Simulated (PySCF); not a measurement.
C5H9ClSi2

```yaml
atoms:
  - { symbol: C, position_ang: [3.3637, -0.2405, -0.8673] }
  - { symbol: C, position_ang: [2.4311, -0.3398, -0.0909] }
  - { symbol: Si, position_ang: [0.9843, -0.4261, 1.0263] }
  - { symbol: Cl, position_ang: [1.5784, -1.2992, 2.8169] }
  - { symbol: C, position_ang: [-0.4343, -1.3812, 0.2176] }
  - { symbol: C, position_ang: [-1.3079, -0.3681, -0.5373] }
  - { symbol: C, position_ang: [-1.7490, 0.7992, 0.3619] }
  - { symbol: Si, position_ang: [-0.2134, 1.5787, 1.1845] }
  - { symbol: H, position_ang: [4.1903, -0.1539, -1.5503] }
  - { symbol: H, position_ang: [-1.0141, -1.8634, 1.0241] }
  - { symbol: H, position_ang: [-0.0633, -2.1811, -0.4414] }
  - { symbol: H, position_ang: [-2.1905, -0.8728, -0.9657] }
  - { symbol: H, position_ang: [-0.7423, 0.0279, -1.4003] }
  - { symbol: H, position_ang: [-2.3352, 1.5416, -0.2020] }
  - { symbol: H, position_ang: [-2.4048, 0.4226, 1.1666] }
  - { symbol: H, position_ang: [-0.4707, 2.0848, 2.5655] }
  - { symbol: H, position_ang: [0.3762, 2.6723, 0.3522] }
```

Geometry: PBE0-D3(BJ)/def2-SVP.

All numbers below come from PBE0/pcSseg-1, SCF density, gas phase, non-relativistic in PySCF 2.14.0.

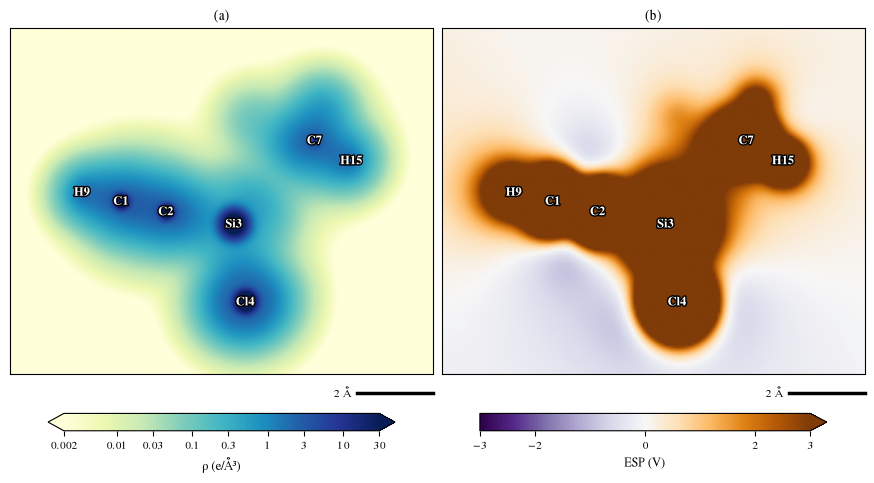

Figure 1. (a) total electron density; (b) molecular electrostatic potential on the plane of atoms C2, Si3 and Cl4.

### Describe what can be read from this map.

- The plane passes through C, Si, Cl and H nuclei.
- C–C (1.22 Å): ρ at the midpoint is about 2.7 e/Å³.
- C–Si (1.83 Å): ρ at the midpoint is about 0.95 e/Å³.
- Si–Cl (2.08 Å): ρ at the midpoint is about 0.86 e/Å³.
- C–H (1.08 Å): ρ is about 2 e/Å³ halfway.
- Outside the dense part of the molecule the potential is most negative (−0.9 V) near C2.

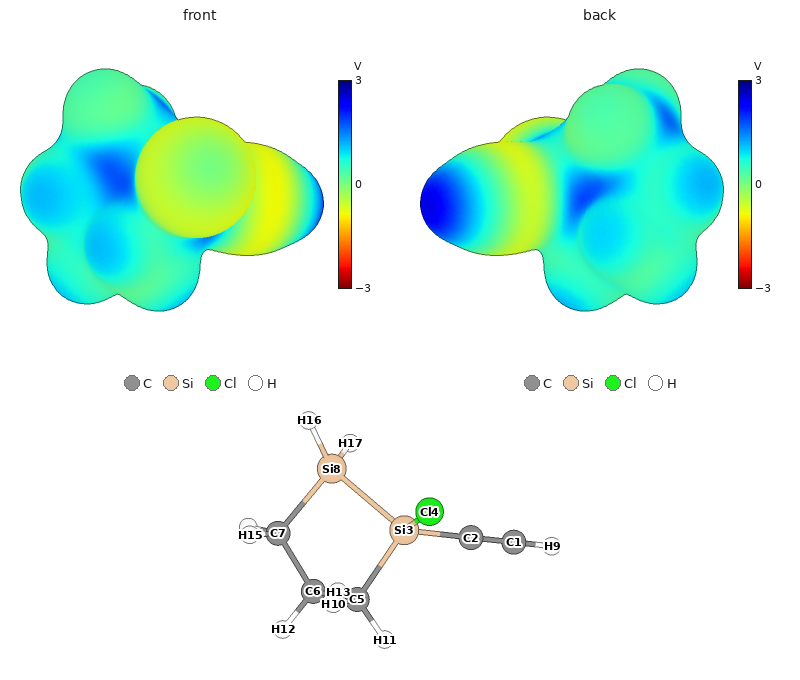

Figure 2. The molecular electrostatic potential painted on the density surface at 0.004 e/bohr³, seen from the front and from behind; the colour scale runs from red (negative) to blue (positive). The bare structure is drawn below in the same view.

### Describe the electrostatic potential map.

The most negative region (about −0.8 V) lies over C1 and C2, the most positive (about +2.3 V) over H9.
